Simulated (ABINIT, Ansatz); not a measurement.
## A GW run on MgO (Fm-3m) in ABINIT, with inputs changed

Aim: change inputs of a GW run on MgO (Fm-3m) and see what moves.

Program: ABINIT 10.8.3. Level of theory: PBE and many-body steps on it, plane waves. Results are calculated unless marked as measured.

## Step 1: The starting structure

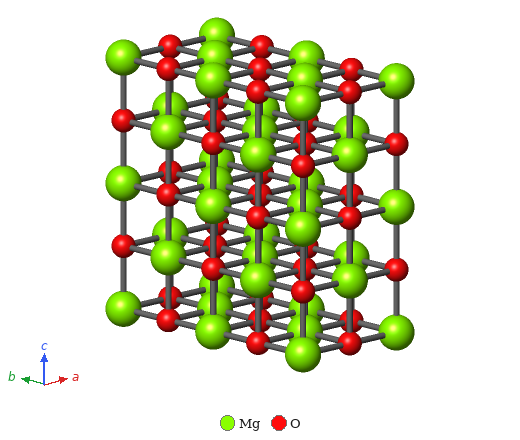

The starting structure, seen from a free direction (magnesium green, oxygen red). 1×2×2 cells are drawn. This picture shows the conventional cell, with its axes. Some periodic images of atoms are drawn too.

The cell and positions are those that the Materials Project relaxed with its own functionals (PBE, PBE+U or r2SCAN), kept fixed.

## Step 2: Screening, 8×8×8 mesh, 144 bands, screening to 283 eV

This step: ABINIT 10.8.3; RPA screening on PBE, plane waves, norm-conserving pseudopotentials.

The RPA dielectric matrix is built and inverted for each q.

run.abi

```
acell 3*1.0 Angstrom
rprim 
  -0.000000000000 2.097001392700 2.097001392700
  2.097001392700 -0.000000000000 2.097001392700
  2.097001392700 2.097001392700 -0.000000000000
ntypat 2
znucl 12 8
natom 2
typat 1 2
xred 
  0.000000000000 0.000000000000 0.000000000000
  0.500000000000 0.500000000000 0.500000000000
pp_dirpath "pseudos"
pseudos "Mg.upf, O.upf"
ecut 38
ngkpt 8 8 8
nshiftk 1
shiftk 0 0 0
kptopt 1
chksymbreak 0
istwfk *1
occopt 1
irdwfk 1
optdriver 3
nband 144
ecuteps 10.4
inclvkb 2
awtr 1
symchi 1
indata_prefix "in"
outdata_prefix "out"
tmpdata_prefix "tmp"
```

Launch:

```console
> OMP_NUM_THREADS=1 mpirun -n 4 abinit run.abi > log
```

The program printed:

```text
.Version 10.8.3 of ABINIT. v10.8.2 released Aug 2026.

 Symmetries : space group Fm -3 m (#225); Bravais cF (face-center cubic)
[... echo of the input left out ...]
== DATASET  1 ==================================================================
-   mpi_nproc: 4, omp_nthreads: 1 (-1 if OMP is not activated)

--- !DatasetInfo
iteration_state: {dtset: 1, }
dimensions: {natom: 2, nkpt: 29, mband: 144, nsppol: 1, nspinor: 1, nspden: 1, mpw: 1411, }
cutoff_energies: {ecut:  38.0, pawecutdg:  -1.0, }
electrons: {nelect:   1.60000000E+01, charge:   0.00000000E+00, occopt:   1.00000000E+00, tsmear:   1.00000000E-02, }

 SCREENING: Calculation of the susceptibility and dielectric matrices

 Based on a program developped by R.W. Godby, V. Olevano, G. Onida, and L. Reining.
 Incorporated in ABINIT by V. Olevano, G.-M. Rignanese, and M. Torrent.
.Using double precision arithmetic ; gwpc =  8

[... cell and pseudopotentials left out ...]
--------------------------------------------------------------------------------

 ==== K-mesh for the wavefunctions ====
 Number of points in the irreducible wedge :    29
[... list of points left out ...]
 Together with 48 symmetry operations and time-reversal symmetry
 yields   512 points in the full Brillouin Zone.

 ==== Q-mesh for the screening function ====
 Number of points in the irreducible wedge :    29
[... list of points left out ...]
 Together with 48 symmetry operations and time-reversal symmetry
 yields   512 points in the full Brillouin Zone.

 setmesh: FFT mesh size selected  =    24x   24x   24
          total number of points  =        13824

 vcoul_init : cutoff-mode = AUXILIARY_FUNCTION
 q-points for optical limit:   1
     1)      0.000010    0.000020    0.000030

- screening: taking advantage of time-reversal symmetry
- Maximum band index for partially occupied states nbvw = 8
- Remaining bands to be divided among processors   nbcw = 136
- Number of bands treated by each node ~34

 Number of electrons calculated from density =   16.0000; Expected =   16.0000
 average of density, n =  0.128557
 r_s =    1.2291
 omega_plasma =   34.5863 [eV]

 calculating chi0 at frequencies [eV] :
  1    0.000000E+00    0.000000E+00
  2    0.000000E+00    3.458631E+01

--------------------------------------------------------------------------------
  q-point number  1        q = ( 0.000000, 0.000000, 0.000000) [r.l.u.]
--------------------------------------------------------------------------------
[... chi0 elements left out ...]
 For q-point:  0.000010 0.000020 0.000030
  dielectric constant =   3.0052
  dielectric constant without local fields =   3.2248

  Average fulfillment of the sum rule on Im[epsilon] for q-point    1 :     83.32  [%]
[... wings left out ...]
  q-point number  2        q = ( 0.125000, 0.000000, 0.000000) [r.l.u.]
--------------------------------------------------------------------------------
[... chi0 elements left out ...]
  Average fulfillment of the sum rule on Im[epsilon] for q-point    2 :     95.98  [%]

 [... 27 further q-points ...]
```

The job ended after 8.9 min (4 MPI ranks of Arm Neoverse V1, shared host; peak memory 1.7 GiB; 36 min of CPU time).

This step gave:

```
ε∞ with local fields, on this mesh, along the program's q direction : 3.005
the same without local fields                                       : 3.225
plasma frequency                                                    : 34.59 eV
plane waves in the screening matrix                                 : 181
```

Local fields lower ε∞ by 7 %.

## Step 3: Base

The self-energy is evaluated for the states that the input lists, and the levels follow from it, in one-shot runs by the linearised quasiparticle equation.

This step: G0W0 on PBE, plane waves, norm-conserving pseudopotentials.

run.abi, as its differences from that of step 2:

```diff
@@ -23,8 +23,15 @@
 irdwfk 1
-optdriver 3
+optdriver 4
 nband 144
+gwcalctyp 0
+ecutsigx 38
+symsigma 1
+nkptgw 1
+kptgw 
+  0.0000000000 0.0000000000 0.0000000000
+bdgw 
+  6 12
 ecuteps 10.4
-inclvkb 2
-awtr 1
-symchi 1
+irdscr 1
+ppmodel 1
 indata_prefix "in"
```

The program printed:

```text
.Version 10.8.3 of ABINIT. v10.8.2 released Aug 2026.

 Symmetries : space group Fm -3 m (#225); Bravais cF (face-center cubic)
[... echo of the input left out ...]
== DATASET  1 ==================================================================
-   mpi_nproc: 4, omp_nthreads: 1 (-1 if OMP is not activated)

--- !DatasetInfo
iteration_state: {dtset: 1, }
dimensions: {natom: 2, nkpt: 29, mband: 144, nsppol: 1, nspinor: 1, nspden: 1, mpw: 1411, }
cutoff_energies: {ecut:  38.0, pawecutdg:  -1.0, }
electrons: {nelect:   1.60000000E+01, charge:   0.00000000E+00, occopt:   1.00000000E+00, tsmear:   1.00000000E-02, }

 SIGMA: Calculation of the GW corrections

 Based on a program developped by R.W. Godby, V. Olevano, G. Onida, and L. Reining.
 Incorporated in ABINIT by V. Olevano, G.-M. Rignanese, and M. Torrent.
.Using double precision arithmetic ; gwpc =  8

[... cell and pseudopotentials left out ...]
--------------------------------------------------------------------------------

 ==== K-mesh for the wavefunctions ====
 Number of points in the irreducible wedge :    29
[... list of points left out ...]
 Together with 48 symmetry operations and time-reversal symmetry
 yields   512 points in the full Brillouin Zone.

 ==== Q-mesh for screening function ====
 Number of points in the irreducible wedge :    29
[... list of points left out ...]
 Together with 48 symmetry operations and time-reversal symmetry
 yields   512 points in the full Brillouin Zone.

 vcoul_init : cutoff-mode = AUXILIARY_FUNCTION
 q-points for optical limit:   1
     1)      0.000010    0.000020    0.000030
 setmesh: FFT mesh size selected  =    32x   32x   32
          total number of points  =        32768

 Number of electrons calculated from density =   16.0000; Expected =   16.0000
 average of density, n =  0.128557
 r_s =    1.2291
 omega_plasma =   34.5863 [eV]

 === KS Band Gaps ===
  >>>> For spin  1
   Minimum direct gap =   4.8948 [eV], located at k-point      :   0.0000  0.0000  0.0000
   Fundamental gap    =   4.8948 [eV], Top of valence bands at :   0.0000  0.0000  0.0000
                                       Bottom of conduction at :   0.0000  0.0000  0.0000
 SIGMA fundamental parameters:
 PLASMON POLE MODEL  1
 number of plane-waves for SigmaX                 1411
 number of plane-waves for SigmaC and W            181
 number of plane-waves for wavefunctions          1411
 number of bands                                   144
 number of independent spin polarizations            1
 number of spinorial components                      1
 number of k-points in IBZ                          29
 number of q-points in IBZ                          29
 number of symmetry operations                      48
 number of k-points in BZ                          512
 number of q-points in BZ                          512
 number of frequencies for dSigma/dE                 9
 frequency step for dSigma/dE [eV]                0.25
 number of omega for Sigma on real axis              0
 max omega for Sigma on real axis  [eV]           0.00
 zcut for avoiding poles [eV]                     0.10

 EPSILON^-1 parameters (SCR file):
 dimension of the eps^-1 matrix on file            181
 dimension of the eps^-1 matrix used               181
 number of plane-waves for wavefunctions          1411
 number of bands                                   144
 number of q-points in IBZ                          29
 number of frequencies                               2
 number of real frequencies                          1
 number of imag frequencies                          1

 matrix elements of self-energy operator (all in [eV])

 Perturbative Calculation

--- !SelfEnergy_ee
iteration_state: {dtset: 1, }
kpoint     : [   0.000,    0.000,    0.000, ]
spin       : 1
KS_gap     :    4.895
QP_gap     :    7.247
Delta_QP_KS:    2.352
data: !SigmaeeData |
     Band     E0 <VxcDFT>   SigX SigC(E0)      Z dSigC/dE  Sig(E)    E-E0       E
        6   4.841 -20.153 -25.628   3.615   0.808  -0.238 -21.655  -1.502   3.339
        7   4.841 -20.153 -25.628   3.615   0.808  -0.238 -21.655  -1.502   3.339
        8   4.841 -20.153 -25.628   3.615   0.808  -0.238 -21.655  -1.502   3.339
        9   9.736 -13.562  -8.990  -3.578   0.855  -0.170 -12.712   0.850  10.586
       10  20.877  -9.643  -3.733  -4.674   0.865  -0.156  -8.574   1.069  21.946
       11  20.877  -9.643  -3.733  -4.674   0.865  -0.156  -8.574   1.069  21.946
       12  20.877  -9.643  -3.733  -4.674   0.865  -0.156  -8.574   1.069  21.946

== END DATASET(S) ==============================================================
================================================================================

 -outvars: echo values of variables after computation  --------
           etotal      0.0000000000E+00
            nband         144
             nkpt          29
          spgroup         225
 [... the other variables as echoed above ...]

 Calculation completed.
```

Run time: 15 s. Hardware: 4 MPI ranks; peak memory 1.4 GiB; 59 s of CPU time.

This step gave:

```yaml
g0w0_gap_on_the_points_computed: 7.247 eV
starting_gap_on_the_mesh: 4.895 eV
k_of_the_valence_top: 0, 0, 0
k_of_the_conduction_bottom: 0, 0, 0
z_at_the_valence_top: 0.808
z_at_the_conduction_bottom: 0.855
least_direct_g0w0_gap_on_the_computed_points: 7.247 eV
```

The gap on the mesh goes from 4.89 eV to 7.25 eV, a correction of +2.35 eV.

## Step 4: No symmetry in the self-energy

run.abi, as its differences from that of step 3:

```diff
@@ -27,3 +27,3 @@
 ecutsigx 38
-symsigma 1
+symsigma 0
 nkptgw 1
```

The program printed:

```text
.Version 10.8.3 of ABINIT. v10.8.2 released Aug 2026.

 Symmetries : space group Fm -3 m (#225); Bravais cF (face-center cubic)
[... echo of the input left out ...]
== DATASET  1 ==================================================================
-   mpi_nproc: 4, omp_nthreads: 1 (-1 if OMP is not activated)

--- !DatasetInfo
iteration_state: {dtset: 1, }
dimensions: {natom: 2, nkpt: 29, mband: 144, nsppol: 1, nspinor: 1, nspden: 1, mpw: 1411, }
cutoff_energies: {ecut:  38.0, pawecutdg:  -1.0, }
electrons: {nelect:   1.60000000E+01, charge:   0.00000000E+00, occopt:   1.00000000E+00, tsmear:   1.00000000E-02, }

 SIGMA: Calculation of the GW corrections

 Based on a program developped by R.W. Godby, V. Olevano, G. Onida, and L. Reining.
 Incorporated in ABINIT by V. Olevano, G.-M. Rignanese, and M. Torrent.
.Using double precision arithmetic ; gwpc =  8

[... cell and pseudopotentials left out ...]
--------------------------------------------------------------------------------

 ==== K-mesh for the wavefunctions ====
 Number of points in the irreducible wedge :    29
[... list of points left out ...]
 Together with 48 symmetry operations and time-reversal symmetry
 yields   512 points in the full Brillouin Zone.

 ==== Q-mesh for screening function ====
 Number of points in the irreducible wedge :    29
[... list of points left out ...]
 Together with 48 symmetry operations and time-reversal symmetry
 yields   512 points in the full Brillouin Zone.

 vcoul_init : cutoff-mode = AUXILIARY_FUNCTION
 q-points for optical limit:   1
     1)      0.000010    0.000020    0.000030
 setmesh: FFT mesh size selected  =    32x   32x   32
          total number of points  =        32768

 Number of electrons calculated from density =   16.0000; Expected =   16.0000
[...]
number of q-points in BZ                          512
 number of frequencies for dSigma/dE                 9
 frequency step for dSigma/dE [eV]                0.25
 number of omega for Sigma on real axis              0
 max omega for Sigma on real axis  [eV]           0.00
 zcut for avoiding poles [eV]                     0.10

 EPSILON^-1 parameters (SCR file):
 dimension of the eps^-1 matrix on file            181
 dimension of the eps^-1 matrix used               181
 number of plane-waves for wavefunctions          1411
 number of bands                                   144
 number of q-points in IBZ                          29
 number of frequencies                               2
 number of real frequencies                          1
 number of imag frequencies                          1

 matrix elements of self-energy operator (all in [eV])

 Perturbative Calculation

--- !SelfEnergy_ee
iteration_state: {dtset: 1, }
kpoint     : [   0.000,    0.000,    0.000, ]
spin       : 1
KS_gap     :    4.895
QP_gap     :    7.247
Delta_QP_KS:    2.352
data: !SigmaeeData |
     Band     E0 <VxcDFT>   SigX SigC(E0)      Z dSigC/dE  Sig(E)    E-E0       E
        6   4.841 -20.153 -25.628   3.615   0.808  -0.238 -21.655  -1.502   3.339
        7   4.841 -20.153 -25.628   3.615   0.808  -0.238 -21.655  -1.502   3.339
        8   4.841 -20.153 -25.628   3.615   0.808  -0.238 -21.655  -1.502   3.339
        9   9.736 -13.562  -8.990  -3.578   0.855  -0.170 -12.712   0.850  10.586
       10  20.877  -9.643  -3.733  -4.673   0.865  -0.156  -8.574   1.069  21.946
       11  20.877  -9.643  -3.733  -4.675   0.865  -0.156  -8.575   1.069  21.946
       12  20.877  -9.643  -3.733  -4.674   0.865  -0.156  -8.574   1.069  21.946

== END DATASET(S) ==============================================================
================================================================================

 -outvars: echo values of variables after computation  --------
           etotal      0.0000000000E+00
            nband         144
             nkpt          29
          spgroup         225
 [... the other variables as echoed above ...]

 Calculation completed.
```

Elapsed: 3.7 min, on 4 MPI ranks; peak memory 1.6 GiB; 15 min of CPU time.

Numbers from this step:

```
G0W0 gap on the points computed              : 7.247 eV
starting gap on the mesh                     : 4.895 eV
k of the valence top                         : 0, 0, 0
k of the conduction bottom                   : 0, 0, 0
Z at the valence top                         : 0.808
Z at the conduction bottom                   : 0.855
least direct G0W0 gap on the computed points : 7.247 eV
```

Against G0W0 in ABINIT (8×8×8 mesh, 144 bands, screening to 283 eV, Godby-Needs plasmon pole), the gap moves by +0.000 eV.

## Step 5: Exchange cutoff of one hartree

run.abi, as its differences from that of step 4:

```diff
@@ -26,4 +26,4 @@
 gwcalctyp 0
-ecutsigx 38
-symsigma 0
+ecutsigx 1
+symsigma 1
 nkptgw 1
```

The program printed:

```text
.Version 10.8.3 of ABINIT. v10.8.2 released Aug 2026.

 Symmetries : space group Fm -3 m (#225); Bravais cF (face-center cubic)
[... echo of the input left out ...]
== DATASET  1 ==================================================================
-   mpi_nproc: 4, omp_nthreads: 1 (-1 if OMP is not activated)

--- !DatasetInfo
iteration_state: {dtset: 1, }
dimensions: {natom: 2, nkpt: 29, mband: 144, nsppol: 1, nspinor: 1, nspden: 1, mpw: 1411, }
cutoff_energies: {ecut:  38.0, pawecutdg:  -1.0, }
electrons: {nelect:   1.60000000E+01, charge:   0.00000000E+00, occopt:   1.00000000E+00, tsmear:   1.00000000E-02, }

 SIGMA: Calculation of the GW corrections

 Based on a program developped by R.W. Godby, V. Olevano, G. Onida, and L. Reining.
 Incorporated in ABINIT by V. Olevano, G.-M. Rignanese, and M. Torrent.
.Using double precision arithmetic ; gwpc =  8

[... cell and pseudopotentials left out ...]
--------------------------------------------------------------------------------

 ==== K-mesh for the wavefunctions ====
 Number of points in the irreducible wedge :    29
[... list of points left out ...]
 Together with 48 symmetry operations and time-reversal symmetry
 yields   512 points in the full Brillouin Zone.

 ==== Q-mesh for screening function ====
 Number of points in the irreducible wedge :    29
[... list of points left out ...]
 Together with 48 symmetry operations and time-reversal symmetry
 yields   512 points in the full Brillouin Zone.

 vcoul_init : cutoff-mode = AUXILIARY_FUNCTION
 q-points for optical limit:   1
     1)      0.000010    0.000020    0.000030
 setmesh: FFT mesh size selected  =    18x   18x   18
          total number of points  =         5832

 Number of electrons calculated from density =   16.0000; Expected =   16.0000
[...]
number of q-points in BZ                          512
 number of frequencies for dSigma/dE                 9
 frequency step for dSigma/dE [eV]                0.25
 number of omega for Sigma on real axis              0
 max omega for Sigma on real axis  [eV]           0.00
 zcut for avoiding poles [eV]                     0.10

 EPSILON^-1 parameters (SCR file):
 dimension of the eps^-1 matrix on file            181
 dimension of the eps^-1 matrix used                 9
 number of plane-waves for wavefunctions          1411
 number of bands                                   144
 number of q-points in IBZ                          29
 number of frequencies                               2
 number of real frequencies                          1
 number of imag frequencies                          1

 matrix elements of self-energy operator (all in [eV])

 Perturbative Calculation

--- !SelfEnergy_ee
iteration_state: {dtset: 1, }
kpoint     : [   0.000,    0.000,    0.000, ]
spin       : 1
KS_gap     :    4.895
QP_gap     :    4.955
Delta_QP_KS:    0.060
data: !SigmaeeData |
     Band     E0 <VxcDFT>   SigX SigC(E0)      Z dSigC/dE  Sig(E)    E-E0       E
        6   4.841 -20.153 -17.230   3.411   0.861  -0.161 -14.698   5.455  10.296
        7   4.841 -20.153 -17.230   3.411   0.861  -0.161 -14.698   5.455  10.296
        8   4.841 -20.153 -17.230   3.411   0.861  -0.161 -14.698   5.455  10.296
        9   9.736 -13.562  -3.822  -3.459   0.878  -0.139  -8.047   5.515  15.251
       10  20.877  -9.643  -2.244  -4.176   0.874  -0.145  -6.827   2.816  23.693
       11  20.877  -9.643  -2.244  -4.176   0.874  -0.145  -6.827   2.816  23.693
       12  20.877  -9.643  -2.244  -4.176   0.874  -0.145  -6.827   2.816  23.693

== END DATASET(S) ==============================================================
================================================================================

 -outvars: echo values of variables after computation  --------
           etotal      0.0000000000E+00
            nband         144
             nkpt          29
          spgroup         225
 [... the other variables as echoed above ...]

 Calculation completed.
```

It took 3.1 s on 4 MPI ranks; peak memory 0.4 GiB.

The run ended normally, though the input holds a fault or crude settings.

The fault put into this input: exchange cutoff of one hartree. It printed a gap of 4.96 eV, an artefact of the input.

## Step 6: Side by side

Times are wall times on 4 MPI ranks of Arm Neoverse V1, shared host, good to a factor of about two. A run's time includes the screening step that it read.

```
                           run   mesh  bands  screening cutoff (eV)  DFT gap (eV)  gap on the mesh (eV)  direct (eV)  ε∞ used     time
                          base  8×8×8    144                    283         4.895                 7.247        7.247     3.01  9.1 min
no symmetry in the self-energy  8×8×8    144                    283         4.895                 7.247        7.247     3.01   13 min
```

## Step 7: Results

| Item | Value |
| --- | --- |
| base | 7.247 eV |
| no symmetry in the self-energy | 7.247 eV |
| known limits | not at the basis limit |

What this shows: No symmetry in the self-energy: no change against base (keys changed: symsigma). Bands and cutoff are finite, so the gap is not at the basis limit. The miss can reach some tenths of an eV and take either sign; the mesh is an error of its own. In the G0W0 runs levels were corrected at 1 k point alone, so a gap called «on the mesh» is the least over those, and an edge elsewhere would be missed.

[Paths, hosts, dates, memory and timing lines, banners, echoed tables and standing remarks are left out of the program output.]

[Logs are printed without paths, hosts, clocks, repeated set-up lines and the standing remarks that a program may print on its own settings, such as how far it seeks lower states.]

[Runs of the session that timed out or met a known fault of the program may be left out.]

[Hosts, paths, dates, database ids (printed as entryN), source tags and the programs' standing remarks are cut or masked in the printed files.]

[G0W0 gaps are taken among the corrected bands and points alone; a level outside them can change the order at an edge.]

[Where Ansatz stands beside ABINIT at settings called matched, ABINIT's density can come from a denser mesh and the files from another edition; pairs whose starting gaps differed by over 0.03 eV were left out, so agreement reads better than it is.]
